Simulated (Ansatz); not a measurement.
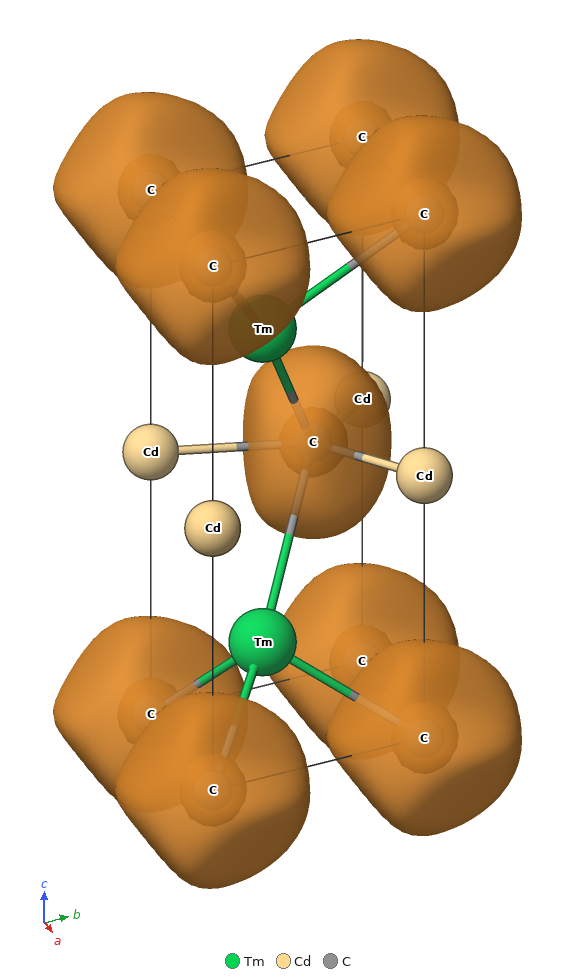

The picture shows: Tm₂CdC₂. Isosurface of the ELF at 0.6 (orange), seen slightly off an axis. Only the valence region is drawn (cores and ρ < 0.01 e/Å³ removed). Sticks mark near contacts.

Space group P-6m2; a structure generated by program, which may or may not match a known phase; computed without spin polarisation; no Hubbard U on the f states and no spin–orbit coupling.

Theory: DFT PBE, scalar-relativistic, plane waves, PAW; 4f electrons in the core of a trivalent norm-conserving potential (Ansatz).

Core electrons are replaced by pseudopotentials, and the valence fields are smoothed inside the atomic spheres.

What do the ELF domains correspond to?

Answer. The ELF exceeds this value in two regions wrapped around C (the valence shell of each), counted in one cell of 5 atoms. Regions shared between cells count once. Along the contacts the grid gives the following. Cd–C (2.14 Å): the ELF peaks at about 0.80 in the valence shell of C, 0.6 Å from its nucleus, and is about 0.25 at the midpoint. Tm–C (2.57 Å): the ELF peaks at about 0.80 in the valence shell of C, 0.8 Å from its nucleus, and is about 0.25 at the midpoint: no localised pair shows between them.
